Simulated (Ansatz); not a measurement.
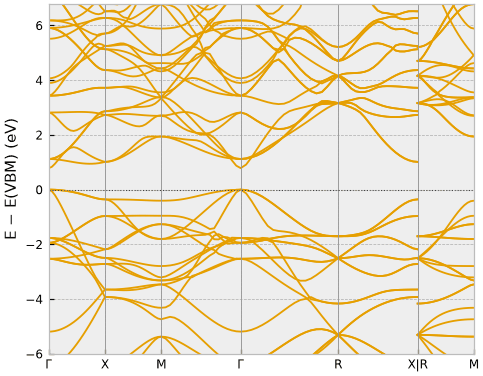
Figure. Band structure from DFT-r²SCAN in the program Ansatz with PAW potentials

Read off the gap and where the band edges lie.

About 0.8 eV (0.79 eV by a search for the band edges); maximum at Γ, minimum at Γ.

Which compound is it?
(A) GaAs, Pm-3n (Ga on 6c, As on 6d)
(B) CsPbCl3, cubic perovskite
(C) RbVF3, cubic perovskite

A, GaAs, Pm-3n (Ga on 6c, As on 6d)

The start of the workflow was typed in or built on a structure type; neither database checked (COD, Materials Project) lists it. It is not the phase usual at ambient conditions (space group No. 216). The r²SCAN relaxation kept the symmetry of its start; whether a distortion lowers the energy is not shown. The volume moved by 22 % from the start of the relaxation. Scalar-relativistic: spin–orbit coupling is off unless named, which matters more the heavier the elements.

Potentials: the later of the program's two PAW sets.
